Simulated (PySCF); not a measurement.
## Electronic structure of H18HfN6 (charge +4) in real space

Input

```
mol = gto.M(atom='''
Hf    -0.00000    -0.00000     0.00000
N      1.81913     0.08343     1.46279
H      1.59483     0.07241     2.48323
H      2.50774    -0.70095     1.38556
H      2.43121     0.92904     1.38676
N     -0.98182     1.53370     1.46279
H     -0.86012     1.34496     2.48323
H     -0.64683     2.52224     1.38556
H     -2.02018     1.64097     1.38676
N     -0.83732    -1.61713     1.46279
H     -0.73471    -1.41737     2.48323
H     -1.86091    -1.82129     1.38556
H     -0.41103    -2.57001     1.38676
N      1.81913     0.08343    -1.46279
H      2.50774    -0.70095    -1.38556
H      1.59483     0.07241    -2.48323
H      2.43121     0.92904    -1.38676
N     -0.98182     1.53370    -1.46279
H     -0.64683     2.52224    -1.38556
H     -0.86012     1.34496    -2.48323
H     -2.02018     1.64097    -1.38676
N     -0.83732    -1.61713    -1.46279
H     -1.86091    -1.82129    -1.38556
H     -0.73471    -1.41737    -2.48323
H     -0.41103    -2.57001    -1.38676''',
    basis={'Hf': 'def2-SVP', 'N': 'def2-SVP', 'H': 'def2-SVP'},
    ecp={'Hf': 'def2-SVP'},
    charge=4, spin=0)
mf = dft.RKS(mol, xc='PBE')
mf.grids.atom_grid = (75, 302)  # f atoms: at least (60, 302), unpruned
mf = mf.density_fit()  # Hf def2-universal-JKFIT, N def2-universal-JKFIT, H def2-universal-JKFIT
mf.conv_tol = 1e-09; mf.max_cycle = 55
mf.kernel(dm0)
```

Launched as:

```sh
OMP_NUM_THREADS=4 python run.py
```

Core potentials replace the inner electrons of Hf.

Theory: RKS PBE, Hf def2-SVP with ECP60, N def2-SVP, H def2-SVP; non-relativistic Hamiltonian with scalar-relativistic core potentials where named; density fitting (PySCF).

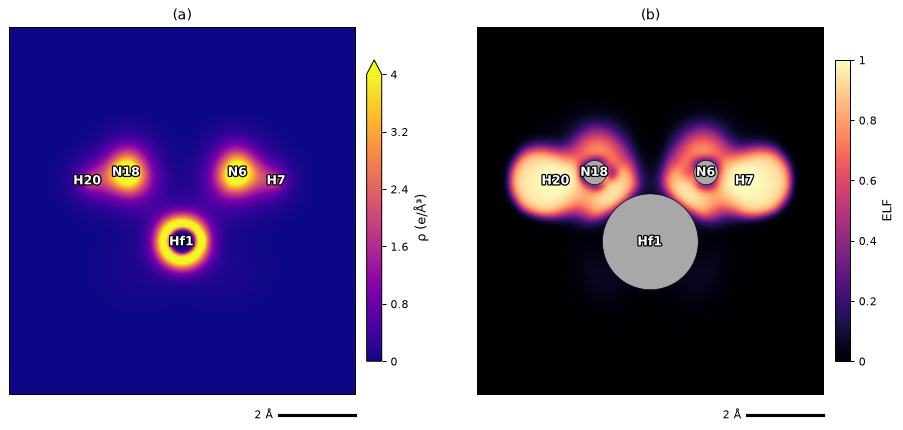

Figure 1. (a) electron density; (b) ELF on the plane of atoms N6, Hf1 and N18. Grey discs cover the atomic cores in the ELF map.

### Read the bonding off the picture.

- The section cuts through Hf, N and H sites.
- Hf–N (2.34 Å): ρ is about 0.45 e/Å³ halfway; the ELF peaks at about 0.95 in the valence shell of N, 0.7 Å from its nucleus, and is about 0.30 at the midpoint.
- N–H (1.04 Å): ρ is about 2.7 e/Å³ halfway; the ELF climbs to about 1 towards the hydrogen, as it does in any bond to H; a covalent bond by its length.

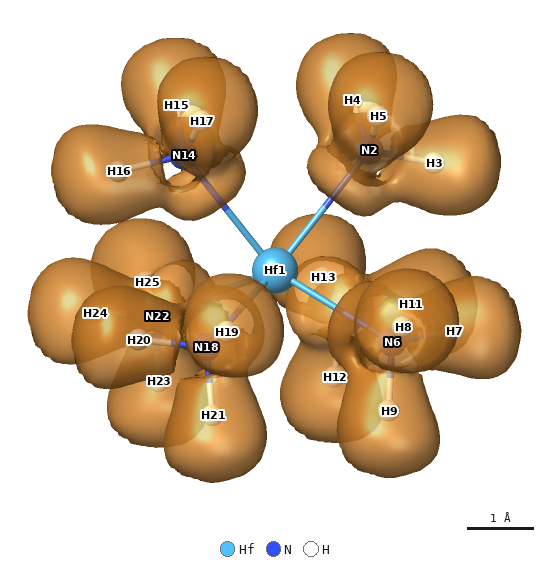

Figure 2. Isosurface of the ELF at 0.75 (orange), seen at a tilt. Core shells and regions of very low density are left out.

### Describe the localisation domains.

At this value the surface marks out six joined regions spread over several atoms (H, N), in which their bonds and any lone pairs are merged.

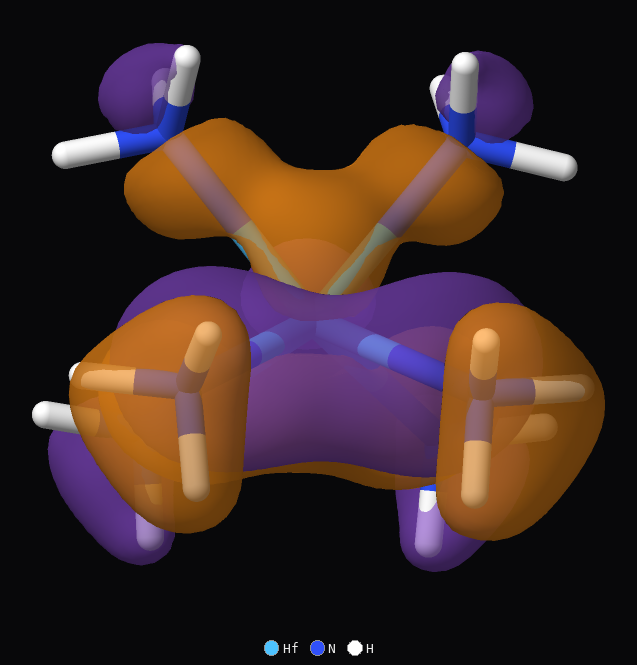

Figure 3. The HOMO−1 at ±0.08 Å⁻³ᐟ² (orange and purple are the two phases), seen at a tilt.

### Where does this orbital lie, and at what energy?

By Hirshfeld shares it lies mainly on N6 (about 20 %), N18 (about 20 %) and Hf1 (about 15 %). It is one of a degenerate set, so its orientation is arbitrary. Its energy is −26.14 eV.
